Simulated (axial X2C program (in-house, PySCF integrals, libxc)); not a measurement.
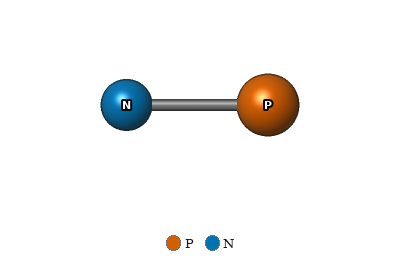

**Figure 1.** The molecule at the reference distance of 1.488 Å.

Relativistic diatomic calculation for PN

- system: PN, single determinant with Ω = 0.
- method: r2SCAN, two-component X2C with atomic mean-field Coulomb and Gaunt terms, P dyall-v3z, N dyall-av3z (cores contracted) (axial X2C program (in-house, PySCF integrals, libxc))

### Output
```
two-component X2C + atomic mean field  r2SCAN
basis functions 103  fitting functions 582  grid points 4350
iter        total energy     max residual
   1       -396.850966903     3.63e-02
   2       -396.851961560     1.89e-03
   3       -396.851975972     1.28e-03
   4       -396.851984334     5.99e-04
   5       -396.851985309     7.00e-05
   6       -396.851985327     2.10e-05
   7       -396.851985331     4.03e-06
converged
one-electron -621.25372154  Coulomb 217.20855929  exact exchange 0.00000000  xc functional -30.09770159  nuclear repulsion 37.34113384  atomic mean-field constant -0.05025533
```

### The points of the curve

| R (Å) | E (hartree) | dipole (D; origin at the first atom, positive when the second is positive) | highest filled (eV) | lowest empty (eV) |
| --- | --- | --- | --- | --- |
| 1.295 | −396.779540 | −2.82 | −7.72 | −2.40 |
| 1.354 | −396.820649 | −2.80 | −7.87 | −2.65 |
| 1.399 | −396.838847 | −2.77 | −7.96 | −2.84 |
| 1.443 | −396.848709 | −2.75 | −8.04 | −3.02 |
| 1.488 | −396.851985 | −2.73 | −8.10 | −3.21 |
| 1.540 | −396.849419 | −2.70 | −8.16 | −3.42 |
| 1.592 | −396.841689 | −2.68 | −8.20 | −3.62 |
| 1.659 | −396.826418 | −2.65 | −8.07 | −3.87 |
| 1.741 | −396.802497 | −2.62 | −7.86 | −4.16 |
| 1.860 | −396.762763 | −2.58 | −7.59 | −4.54 |

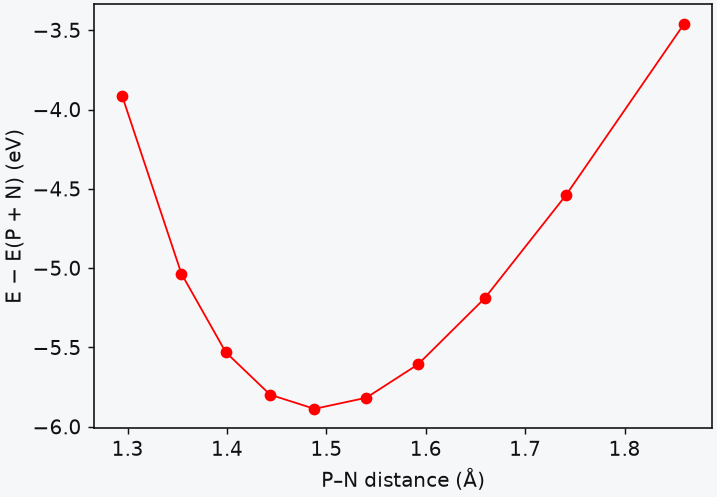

**Figure 2.** Energy at 10 bond lengths, for one set of occupations held fixed; the line joins the points. A polynomial of degree 6 through 9 points gives rₑ = 1.492 Å, ωₑ = 1384 cm⁻¹, ωₑxₑ = 5.7 cm⁻¹ and Bₑ = 0.7848 cm⁻¹. The minimum lies 5.89 eV below P + N, each computed as one determinant at the same level.

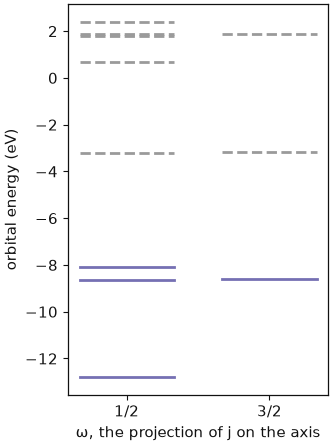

**Figure 3.** Orbital energies near the frontier at 1.49 Å, filled (solid) and empty (dashed); the Kramers partners at −ω are degenerate and not drawn. The highest filled spinor (1/2; 56 % N p, 22 % P p) lies at −8.10 eV, the lowest empty one (1/2; 41 % P p, 31 % N p) at −3.21 eV.

### The input
```
{"zs": [15, 7], "q": 0, "bas": ["dyall-v3z", "dyall-av3z"], "levels": ["PBE0", "HF", "r2SCAN"], "cc": true, "r0": 1.62, "thr": -2.0, "nmax": 90, "npts": 10, "nst": 2, "ntry": 6}
```

The line is the task of a batch: nuclear charges, charge, bases, the levels to run, a first guess of the distance and further settings. This report covers r2SCAN with spin-orbit coupling. The log is that of the reference distance 1.488 Å.

The run was one of a batch that the task file lists, launched with:
```bash
python <driver script> task.json out
```

### Summary

| quantity | value |
| --- | --- |
| outcome | converged |
| bond length rₑ | 1.492 Å |
| ωₑ | 1384 cm⁻¹ |
| energy at the minimum | −396.85201 hartree |
| depth below the fragments | 5.89 eV |
| hardware | 1 thread of AMD EPYC (Zen 3), 24 GiB of memory available, shared host |
| wall time | 3.6 s |
| peak memory | 0.56 GiB |
